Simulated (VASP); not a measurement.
Band structure of SrTaO3 (space group Pm-3m). Computed with PBEsol GGA, VASP's PBE PAW potentials (set 64) (plane waves; VASP).

Unless said otherwise, spin-orbit coupling is left out, though it shifts the bands of the heavy elements here.

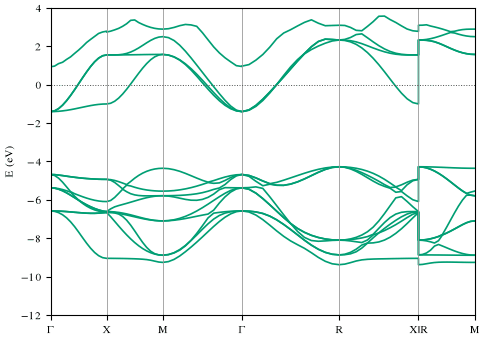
Figure: Bands along high-symmetry lines, zero at the valence-band maximum or, without a gap, the Fermi level

### Question
Read the plot: is there a gap, and where are the band edges?

### Answer
It has no gap at this level: it comes out as a metal or semimetal. (Edges off the drawn lines would not show.)

The structure comes from a computed database's SrTaO3 entry (Pm-3m); how it stands against other phases isn't given here. It was relaxed first. The electron count is odd and the run is not spin-polarised, which forces a metal.
